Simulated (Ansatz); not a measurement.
# CH5Al (triplet): one geometry, many settings at distance Al1–H4 along a hydrogen transfer = 2.247 Å

What do other methods and options give for CH5Al (triplet) at this geometry, and how long do they take?

Method: the settings change from run to run; program: Ansatz 0.2.0, Gaussian basis.

10 further runs of the same task are left out: 1 for a mislabelled method, 7 that didn't finish, 2 set aside as unsound or not needed.

### 1 What is computed

The geometry derives from fragments relaxed apart (PBE0/def2-TZVP) and kept rigid, so it is no stationary point. A hydrogen atom is moved between rigid fragments.

7 atoms, charge 0, spin multiplicity 3.

Atoms are counted from 1 here; the program's logs count them from 0.

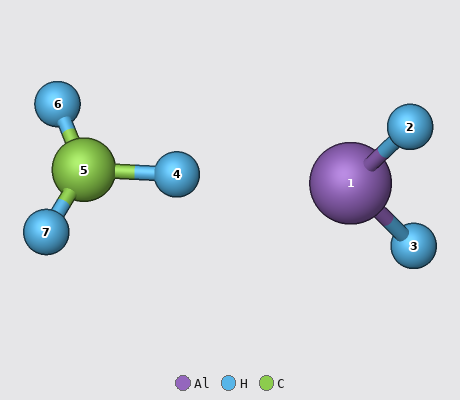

The geometry (aluminium purple, hydrogen blue, carbon green); atoms are numbered from 1 in the order of the file.

### 2 MP2 on ROHF/cc-pVDZ

The input, in.yaml:

```yaml
crystal:
  periodic: [false, false, false]
  atoms:
    - {symbol: Al, position_ang: [-1.132168, 0.000000, 0.000000]}
    - {symbol: H, position_ang: [-1.925091, 1.373384, 0.000000]}
    - {symbol: H, position_ang: [-1.925091, -1.373384, 0.000000]}
    - {symbol: H, position_ang: [1.114832, 0.000000, 0.000000]}
    - {symbol: C, position_ang: [2.314832, 0.000000, 0.000000]}
    - {symbol: H, position_ang: [2.729300, 0.000000, 0.996161]}
    - {symbol: H, position_ang: [2.729300, 0.000000, -0.996161]}
basis:
  gaussian: {orbitals: cc-pVDZ}
magnetization: {spin_polarized: false, initial_magnetization: 2}
correlation: {method: mp2, electrons: valence}
```

The run is started by

```sh
$ ansatz run in.yaml --threads 1 --pin off --events-out ev --progress --plain --max-ram 2393MiB
```

Log:

```text
Functional definition: HF
  name "HF"
  cite "Fock, Z. Phys. 61, 126 (1930) doi:10.1007/BF01340294"
  parent pbe
  exchange = exact_x
  correlation = 0
526 factors; integrals over basis functions are off by at most 1.3e-3 eV
mean field evaluation 1: about -7687.5236 eV, gradient 1.4e1 eV
mean field evaluation 2: about -7687.5578 eV, gradient 1.4e1 eV
mean field evaluation 4: about -7688.6803 eV, gradient 1.8e0 eV
mean field evaluation 8: about -7688.6999 eV, gradient 7.0e-4 eV
mean field evaluation 16: about -7688.5676 eV, gradient 2.3e0 eV
mean field -7688.69991351 eV, -282.5545102334 hartree, gradient 8.5e-6 eV, S^2 2.000000; 2 other end points of the search recorded, 0 dependent functions left out
mean field evaluation 32: about -7688.7546 eV, gradient 1.9e0 eV
6 core orbitals not correlated: weight in the atoms' cores, before any rotation towards them, 1.000 or more for the frozen orbitals, at most 0.000 for the correlated occupied ones
reference -7688.69991351 eV, -282.5545102334 hartree; 7, 5 occupied and 44, 46 virtual orbitals, 526 factors
second order -5.22817361 eV of doubles, -0.10088785 eV of singles
Total energy: -7694.02897497 eV, -282.7503496298 hartree
```

Run time: 0.69 s. Hardware: 1 thread of Arm Neoverse V1, shared host.

### 3 CCSD on ROHF/6-31G*

Changes to in.yaml since step 2:

```diff
@@ -11,4 +11,4 @@
 basis:
-  gaussian: {orbitals: cc-pVDZ}
+  gaussian: {orbitals: "6-31G*"}
 magnetization: {spin_polarized: false, initial_magnetization: 2}
-correlation: {method: mp2, electrons: valence}
+correlation: {method: ccsd, electrons: outside_noble_gas}
```

Same command.

Log (excerpt; [...] marks lines left out):

```text
Functional definition: HF
  name "HF"
  cite "Fock, Z. Phys. 61, 126 (1930) doi:10.1007/BF01340294"
  parent pbe
[...]
467 factors; integrals over basis functions are off by at most 9.8e-4 eV
[...]
mean field -7688.10789393 eV, -282.5327539152 hartree, gradient 2.8e-6 eV, S^2 2.000000; 3 other end points of the search recorded, 0 dependent functions left out
[...]
determinant -7688.10789393 eV, -282.5327539152 hartree, with singles and doubles -7693.50125119 eV, -282.7309561387 hartree
determinant -7686.61829449 eV, -282.4780121456 hartree, with singles and doubles -7692.27257769 eV, -282.6858032203 hartree
6 core orbitals not correlated: weight in the atoms' cores, before any rotation towards them, 1.000 or more for the frozen orbitals, at most 0.000 for the correlated occupied ones
reference -7688.10789393 eV, -282.5327539152 hartree; 7, 5 occupied and 31, 33 virtual orbitals, 467 factors
second order -4.28236214 eV of doubles, -0.10303421 eV of singles
cycle   1  -5.39348279 eV  change   -1.3e-4 eV  update   3.8e-4
[...]
cycle   7  -5.39362268 eV  change   -1.2e-6 eV  update   1.1e-6
Total energy: -7693.50151661 eV, -282.7309658927 hartree
```

Run time: 1.7 s. Hardware: 1 thread of Arm Neoverse V1, shared host.

From the report: correlation -5.3936 eV; T1 0.021; largest double amplitude 0.03.

### 4 MP2 on ROHF/cc-pVDZ

Changes to in.yaml since step 3:

```diff
@@ -11,4 +11,5 @@
 basis:
-  gaussian: {orbitals: "6-31G*"}
+  gaussian: {orbitals: cc-pVDZ}
 magnetization: {spin_polarized: false, initial_magnetization: 2}
-correlation: {method: ccsd, electrons: outside_noble_gas}
+correlation: {method: mp2, electrons: outside_noble_gas}
+output: {forces: true}
```

The command is unchanged.

Log (excerpt; [...] marks lines left out):

```text
Functional definition: HF
  name "HF"
  cite "Fock, Z. Phys. 61, 126 (1930) doi:10.1007/BF01340294"
  parent pbe
[...]
526 factors; integrals over basis functions are off by at most 1.3e-3 eV
[...]
mean field -7688.69991351 eV, -282.5545102334 hartree, gradient 8.5e-6 eV, S^2 2.000000; 2 other end points of the search recorded, 0 dependent functions left out
[...]
6 core orbitals not correlated: weight in the atoms' cores, before any rotation towards them, 1.000 or more for the frozen orbitals, at most 0.000 for the correlated occupied ones
reference -7688.69991351 eV, -282.5545102334 hartree; 7, 5 occupied and 44, 46 virtual orbitals, 526 factors
second order -5.22817361 eV of doubles, -0.10088785 eV of singles
[...]
Total energy: -7694.02897497 eV, -282.7503496298 hartree
Atom 0 at    -1.132168     0.000000     0.000000 Å, force    -0.327176    -0.000000     0.000000 eV/Å
Atom 1 at    -1.925091     1.373384     0.000000 Å, force    -0.162322     0.127822    -0.000000 eV/Å
Atom 2 at    -1.925091    -1.373384     0.000000 Å, force    -0.162322    -0.127822    -0.000000 eV/Å
Atom 3 at     1.114832     0.000000     0.000000 Å, force     2.517480    -0.000000    -0.000000 eV/Å
Atom 4 at     2.314832     0.000000     0.000000 Å, force    -3.658578     0.000000    -0.000000 eV/Å
Atom 5 at     2.729300     0.000000     0.996161 Å, force     0.896460     0.000000     0.075795 eV/Å
Atom 6 at     2.729300     0.000000    -0.996161 Å, force     0.896460    -0.000000    -0.075795 eV/Å
Dipole moment:     0.147106     0.000000     0.000000 e Å
```

Run time: 1.2 s. Hardware: 1 thread of Arm Neoverse V1, shared host.

### 5 CISD/cc-pVDZ

Changes to in.yaml since step 4:

```diff
@@ -13,3 +13,3 @@
 magnetization: {spin_polarized: false, initial_magnetization: 2}
-correlation: {method: mp2, electrons: outside_noble_gas}
-output: {forces: true}
+correlation: {active_space: {ras: {orbitals: [5, 2, 44], electrons: 12, max_holes: 2, max_particles: 2}, fixed_orbitals: true}}
+accuracy: high
```

The command is unchanged.

Log:

```text
Functional definition: HF
  name "HF"
  cite "Fock, Z. Phys. 61, 126 (1930) doi:10.1007/BF01340294"
  parent pbe
  exchange = exact_x
  correlation = 0
1251 factors; integrals over basis functions are off by at most 3.7e-9 eV
mean field evaluation 1: about -7687.5230 eV, gradient 1.4e1 eV
mean field evaluation 2: about -7687.5573 eV, gradient 1.4e1 eV
mean field evaluation 4: about -7688.6806 eV, gradient 1.8e0 eV
mean field evaluation 8: about -7688.7000 eV, gradient 7.0e-4 eV
mean field evaluation 16: about -7688.6956 eV, gradient 3.2e-1 eV
mean field -7688.69996188 eV, -282.5545120109 hartree, gradient 8.0e-8 eV, S^2 2.000000; 2 other end points of the search recorded, 0 dependent functions left out
reference -7688.69996188 eV, -282.5545120109 hartree; 13, 11 occupied and 44, 46 virtual orbitals, 1251 factors
state -7694.68339615 eV, -282.7743991648 hartree
Total energy: -7694.68339615 eV, -282.7743991648 hartree
```

Run time: 9 s. Hardware: 1 thread of Arm Neoverse V1, shared host.

From the report: 110,292 determinants.

### 6 BCCD(T)/6-31G

Changes to in.yaml since step 5:

```diff
@@ -11,5 +11,6 @@
 basis:
-  gaussian: {orbitals: cc-pVDZ}
-magnetization: {spin_polarized: false, initial_magnetization: 2}
-correlation: {active_space: {ras: {orbitals: [5, 2, 44], electrons: 12, max_holes: 2, max_particles: 2}, fixed_orbitals: true}}
-accuracy: high
+  gaussian: {orbitals: 6-31G}
+magnetization: {spin_polarized: true, initial_magnetization: 2}
+hamiltonian: {xc: {name: B3LYP}, pseudopotentials: {relativity: scalar}}
+correlation: {method: bccd_t, electrons: valence}
+scf: {lower_state_search: full}
```

Same command.

Log (excerpt; [...] marks lines left out):

```text
Functional definition: B3LYP
  name "B3LYP"
  cite "Stephens, Devlin, Chabalowski & Frisch, J. Phys. Chem. 98, 11623 (1994) doi:10.1021/j100096a001"
  cite "Becke, Phys. Rev. A 38, 3098 (1988) doi:10.1103/PhysRevA.38.3098"
  cite "Lee, Yang & Parr, Phys. Rev. B 37, 785 (1988) doi:10.1103/PhysRevB.37.785"
  cite "Vosko, Wilk & Nusair, Can. J. Phys. 58, 1200 (1980) doi:10.1139/p80-159"
[...]
425 factors; integrals over basis functions are off by at most 2.9e-4 eV
[...]
mean field -7721.95244940 eV, -283.7765183880 hartree, gradient 5.7e-6 eV, S^2 2.006489; 7 other end points of the search recorded, 0 dependent functions left out
6 core orbitals not correlated: weight in the atoms' cores, before any rotation towards them, 1.000 or more for the frozen orbitals, at most 0.000 for the correlated occupied ones
reference -7698.34690773 eV, -282.9090307323 hartree; 7, 5 occupied and 19, 21 virtual orbitals, 425 factors
second order -3.11512335 eV of doubles, -0.15270203 eV of singles
cycle   1  -3.81059775 eV  change   -5.5e-1 eV  update   5.8e-2
[...]
cycle   9  -4.08569997 eV  change   -2.4e-7 eV  update   1.1e-5
perturbative correction -0.05585140 eV, -0.0020525009 hartree
Total energy: -7702.48845910 eV, -283.0612299376 hartree
Relativity: scalar
```

Run time: 6 s. Hardware: 1 thread of Arm Neoverse V1, shared host.

From the report: ⟨S²⟩ of the determinant 2.006 (pure triplet: 2.00); correlation -4.1416 eV; largest double amplitude 0.04.

### 7 NEVPT4(SD)(4,6)/6-31G

Changes to in.yaml since step 6:

```diff
@@ -12,5 +12,3 @@
   gaussian: {orbitals: 6-31G}
-magnetization: {spin_polarized: true, initial_magnetization: 2}
-hamiltonian: {xc: {name: B3LYP}, pseudopotentials: {relativity: scalar}}
-correlation: {method: bccd_t, electrons: valence}
-scf: {lower_state_search: full}
+magnetization: {spin_polarized: false, initial_magnetization: 2}
+correlation: {method: fic_nevpt4_sd, electrons: outside_noble_gas, active_space: {window: {electrons: 4, orbitals: 6}}}
```

The command is unchanged.

Log (excerpt; [...] marks lines left out):

```text
Functional definition: HF
  name "HF"
  cite "Fock, Z. Phys. 61, 126 (1930) doi:10.1007/BF01340294"
  parent pbe
[...]
425 factors; integrals over basis functions are off by at most 2.9e-4 eV
[...]
mean field -7687.27482190 eV, -282.5021390828 hartree, gradient 1.1e-6 eV, S^2 2.000000; 2 other end points of the search recorded, 0 dependent functions left out
reference -7687.27482190 eV, -282.5021390828 hartree; 13, 11 occupied and 19, 21 virtual orbitals, 425 factors
state -7688.07989536 eV, -282.5317249867 hartree
state -7688.07989536 eV, -282.5317249867 hartree; corrected -7691.25219780 eV, -282.6483049512 hartree
state -7687.77381391 eV, -282.5204767009 hartree
state -7687.77381391 eV, -282.5204767009 hartree; corrected -7691.26567336 eV, -282.6488001689 hartree
state -7687.77381391 eV, -282.5204767009 hartree; corrected -7691.26567336 eV, -282.6488001689 hartree
the orbitals are reached from a further start. From the first start the search ends at -7688.07989028 eV, -282.5317248000 hartree
WARN: the results are in doubt because another end's mean lies 0.306 eV lower, and its corrected mean 0.013 eV higher
Total energy: -7691.26567336 eV, -282.6488001689 hartree
In doubt: another end's mean lies 0.306 eV lower, and its corrected mean 0.013 eV higher
```

Run time: 2.6 s. Hardware: 1 thread of Arm Neoverse V1, shared host.

From the report: 125 determinants; active occupations 1.97, 1.00, 1.00, 0.02, 0.01, 0.00. Mind the lines of doubt at the end of the log.

### 8 BCCD(T) on ROHF/cc-pVDZ

Changes to in.yaml since step 7:

```diff
@@ -11,4 +11,5 @@
 basis:
-  gaussian: {orbitals: 6-31G}
+  gaussian: {orbitals: cc-pVDZ}
 magnetization: {spin_polarized: false, initial_magnetization: 2}
-correlation: {method: fic_nevpt4_sd, electrons: outside_noble_gas, active_space: {window: {electrons: 4, orbitals: 6}}}
+hamiltonian: {pseudopotentials: {relativity: scalar}}
+correlation: {method: bccd_t, electrons: outside_noble_gas, diis_vectors: 12}
```

Same command.

Log (excerpt; [...] marks lines left out):

```text
Functional definition: HF
  name "HF"
  cite "Fock, Z. Phys. 61, 126 (1930) doi:10.1007/BF01340294"
  parent pbe
[...]
526 factors; integrals over basis functions are off by at most 1.3e-3 eV
[...]
mean field -7699.82374344 eV, -282.9633034436 hartree, gradient 8.4e-6 eV, S^2 2.000000; 3 other end points of the search recorded, 0 dependent functions left out
determinant -7699.82374344 eV, -282.9633034436 hartree, with singles and doubles -7706.31828011 eV, -283.2019732640 hartree
determinant -7698.32674854 eV, -282.9082898954 hartree, with singles and doubles -7705.01651284 eV, -283.1541341992 hartree
6 core orbitals not correlated: weight in the atoms' cores, before any rotation towards them, 1.000 or more for the frozen orbitals, at most 0.000 for the correlated occupied ones
reference -7699.82374344 eV, -282.9633034436 hartree; 7, 5 occupied and 44, 46 virtual orbitals, 526 factors
second order -5.22941297 eV of doubles, -0.10096694 eV of singles
cycle   1  -6.49552561 eV  change   -9.9e-4 eV  update   3.8e-3
[...]
cycle   7  -6.49287838 eV  change   -3.0e-6 eV  update   9.7e-6
perturbative correction -0.12371976 eV, -0.0045466175 hartree
Total energy: -7706.44034158 eV, -283.2064589403 hartree
Relativity: scalar
```

Run time: 3.9 s. Hardware: 1 thread of Arm Neoverse V1, shared host.

From the report: correlation -6.6166 eV; largest double amplitude 0.04.

### 9 BCCD(T)/cc-pVDZ

Changes to in.yaml since step 8:

```diff
@@ -13,3 +13,6 @@
 magnetization: {spin_polarized: false, initial_magnetization: 2}
-hamiltonian: {pseudopotentials: {relativity: scalar}}
-correlation: {method: bccd_t, electrons: outside_noble_gas, diis_vectors: 12}
+hamiltonian: {xc: {name: PBE0}}
+correlation: {method: bccd_t, electrons: outside_noble_gas}
+accuracy: high
+scf: {lower_state_search: off}
+output: {forces: true}
```

The command is unchanged.

Log (excerpt; [...] marks lines left out):

```text
Functional definition: PBE0
  name "PBE0"
  cite "Adamo & Barone, J. Chem. Phys. 110, 6158 (1999) doi:10.1063/1.478522"
  cite "Perdew, Burke & Ernzerhof, Phys. Rev. Lett. 77, 3865 (1996) doi:10.1103/PhysRevLett.77.3865"
  parent pbe
[...]
1251 factors; integrals over basis functions are off by at most 3.7e-9 eV
[...]
mean field -7706.31258124 eV, -283.2017638344 hartree, gradient 2.6e-8 eV, S^2 2.000000; 0 other end points of the search recorded, 0 dependent functions left out
6 core orbitals not correlated: weight in the atoms' cores, before any rotation towards them, 1.000 or more for the frozen orbitals, at most 0.000 for the correlated occupied ones
reference -7688.46819320 eV, -282.5459946693 hartree; 7, 5 occupied and 44, 46 virtual orbitals, 1251 factors
second order -5.37377557 eV of doubles, -0.24317273 eV of singles
cycle   1  -6.40352691 eV  change   -7.9e-1 eV  update   6.1e-2
[...]
cycle  22  -6.67712777 eV  change   8.3e-11 eV  update  7.2e-10
perturbative correction -0.12367406 eV, -0.0045449380 hartree
[...]
Total energy: -7695.26899504 eV, -282.7959195270 hartree
Atom 0 at    -1.132168     0.000000     0.000000 Å, force    -0.234791    -0.000000    -0.000000 eV/Å
Atom 1 at    -1.925091     1.373384     0.000000 Å, force    -0.208841     0.205054     0.000000 eV/Å
Atom 2 at    -1.925091    -1.373384     0.000000 Å, force    -0.208841    -0.205054     0.000000 eV/Å
Atom 3 at     1.114832     0.000000     0.000000 Å, force     2.337302    -0.000000    -0.000000 eV/Å
Atom 4 at     2.314832     0.000000     0.000000 Å, force    -3.580356    -0.000000    -0.000000 eV/Å
Atom 5 at     2.729300     0.000000     0.996161 Å, force     0.947763    -0.000000     0.244261 eV/Å
Atom 6 at     2.729300     0.000000    -0.996161 Å, force     0.947763    -0.000000    -0.244261 eV/Å
Dipole moment:     0.149619     0.000000     0.000000 e Å
Checks for a lower state left out: starts, cluster_reference, orbital_swaps, neighbouring_geometries, increment
```

Run time: 40 s. Hardware: 1 thread of Arm Neoverse V1, shared host; peak memory 0.61 GiB.

From the report: correlation -6.8008 eV; largest double amplitude 0.04.

### 10 The runs in one table

Where basis and cores are those of an earlier UCCSDT(Q)/cc-pVDZ run (-7695.3464 eV), and the state is the same kind, the miss against it is given. † marks a result that the program doubts.

| level | correlated | functions | energy (eV) | from UCCSDT(Q) (meV) | time |
| --- | --- | --- | --- | --- | --- |
| MP2 on ROHF/cc-pVDZ | valence | 57 | -7694.0290 | 1317.4 | 0.69 s |
| CCSD on ROHF/6-31G* | outside noble gas | 44 | -7693.5015 |  | 1.7 s |
| MP2 on ROHF/cc-pVDZ | outside noble gas | 57 | -7694.0290 | 1317.4 | 1.2 s |
| CISD/cc-pVDZ | outside noble gas | 57 | -7694.6834 | 663.0 | 9 s |
| BCCD(T)/6-31G (on B3LYP orbitals, relativity set) | valence | 32 | -7702.4885 |  | 6 s |
| NEVPT4(SD)(4,6)/6-31G † | outside noble gas | 32 | -7691.2657 |  | 2.6 s |
| BCCD(T) on ROHF/cc-pVDZ (relativity set) | outside noble gas | 57 | -7706.4403 |  | 3.9 s |
| BCCD(T)/cc-pVDZ (on PBE0 orbitals) | outside noble gas | 57 | -7695.2690 | 77.4 | 40 s |

### 11 Summary of results

| quantity | value |
| --- | --- |
| runs | 8 |
| quickest | MP2 on ROHF/cc-pVDZ, 0.69 s |
| slowest | BCCD(T)/cc-pVDZ (on PBE0 orbitals), 40 s |

Total energies in different bases, with other cores or another treatment of relativity can't be set against each other. BCCD(T)/cc-pVDZ (on PBE0 orbitals) took 57 times as long as MP2 on ROHF/cc-pVDZ; the jobs differ in more than the method. Among the correlated runs with a miss given, it spans +77 to +1317 meV. Cores frozen from Kohn-Sham orbitals shift the total energy.
